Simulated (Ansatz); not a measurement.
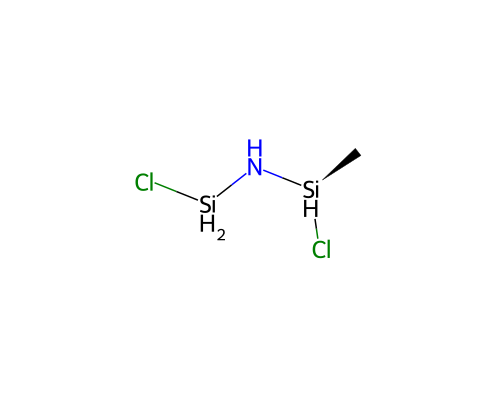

The picture comes from a calculation with Ansatz.

Skeletal drawing of a molecule.

> Write the SMILES.

C[Si@@H](Cl)N[SiH2]Cl

> Give the formula, hydrogens included.

CH7Cl2NSi2.

> An optimisation with PBE0-D4/def2-TZVP gave a structure of which point group?

C1.
